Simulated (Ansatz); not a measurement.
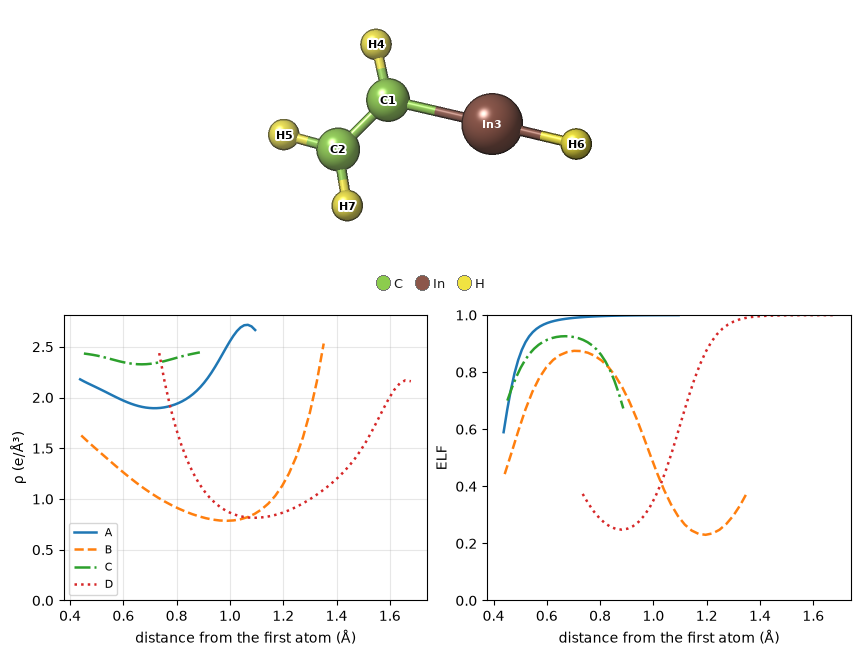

C₂H₄In (SMILES C=[CH][InH+]) (charge +1). Electron density and ELF along straight lines between neighbouring atoms. The curves leave out the atomic cores. The structure is drawn too.

Geometry: PBE0-D3(BJ)/def2-SVP; core potentials replace the inner electrons of In.

All numbers below come from Ansatz, isolated molecule in a Gaussian basis; Kohn-Sham density functional theory, functional PBE0.

```xyz
7

C    -0.8052   -0.3620    0.6176
C    -0.3947   -1.3296   -0.2120
In    0.4332    1.2132    1.1751
H    -1.8169   -0.3598    1.0399
H    -1.0796   -2.1432   -0.4811
H     1.4408    2.4807    1.6191
H     0.6020   -1.3812   -0.6617
```

Which curve belongs to which contact (C–C, C–H, C–In and In–H)? The first atom named is at distance zero.

Curve A: C–H (1.09 Å): the density is about 2 e/Å³ at the midpoint; the ELF climbs to about 1 towards the hydrogen, as it does in any bond to H: a covalent bond by its length. Curve B: C–In (2.08 Å): the density is about 0.8 e/Å³ at the midpoint; the ELF peaks at about 0.85 in the valence shell of C, 0.7 Å from its nucleus, and drops to about 0.25 between the two atoms. Curve C: C–C (1.34 Å): ρ is about 2.3 e/Å³ halfway; the ELF peaks at about 0.95 between the atoms (a multiple bond). Curve D: In–H (1.68 Å): ρ at the midpoint is about 1.4 e/Å³; the ELF climbs to about 1 towards the hydrogen.
